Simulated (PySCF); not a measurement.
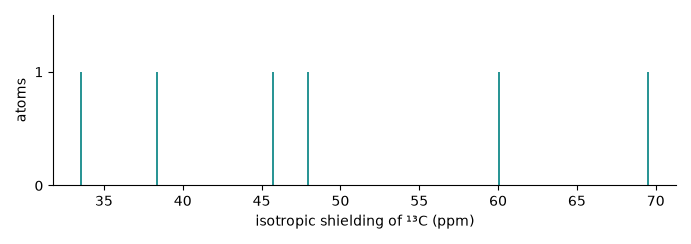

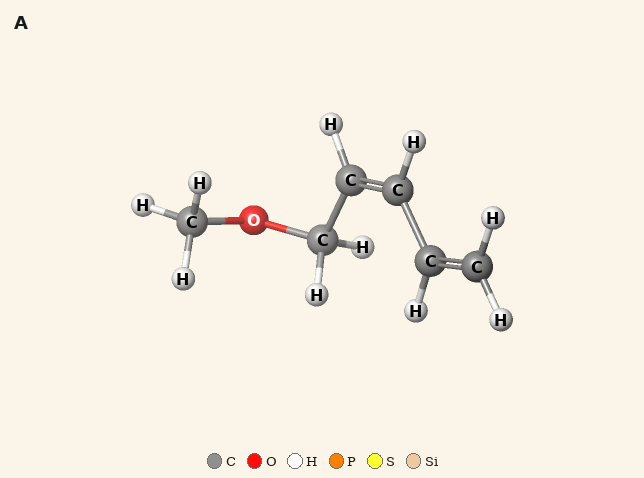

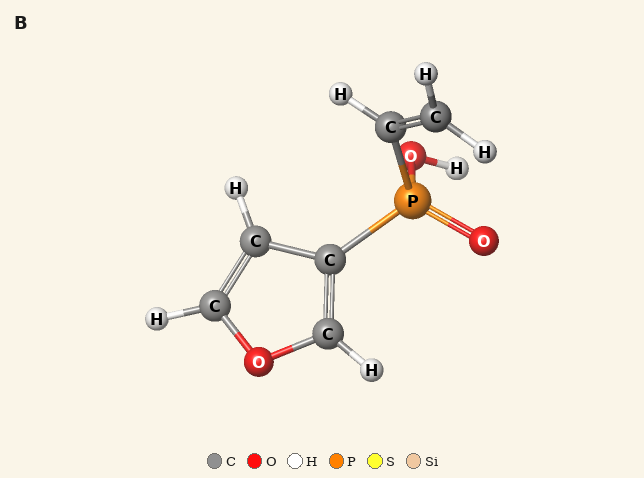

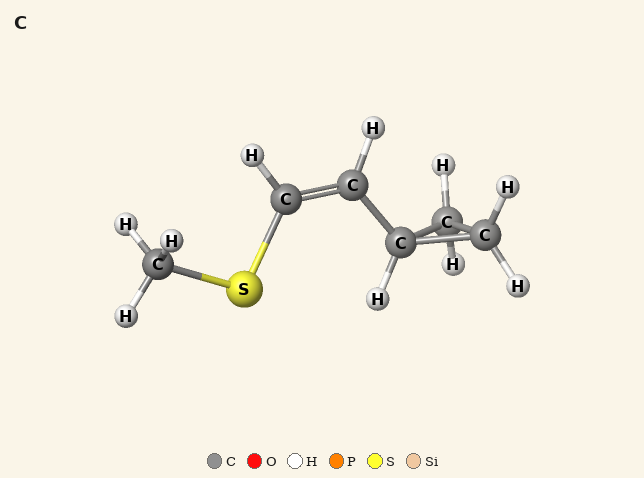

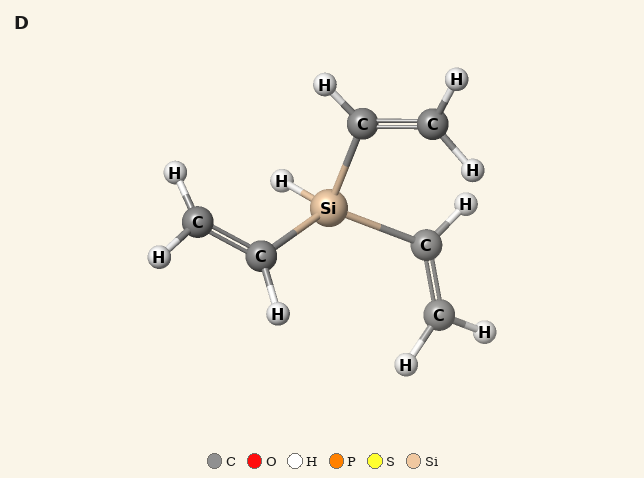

The sticks are computed shieldings of one of the molecules, for one fixed geometry (GFN2-xTB) without averaging over rotations. Low shielding means a high chemical shift. Method: GIAO PBE0/pcSseg-1 NMR shielding, non-relativistic, gas phase (PySCF 2.14.0).

### Which molecule gives this pattern?

B, `C=C[P@](=O)(O)c1ccoc1`. Its 6 C atoms give lines at 33.6, 38.4, 45.7, 47.9, 60.0, 69.5 ppm.

The geometry is semi-empirical. Around P such bond lengths and angles can be off by a tenth of an ångström or more and by several degrees, and values that hang on the shape move with them.
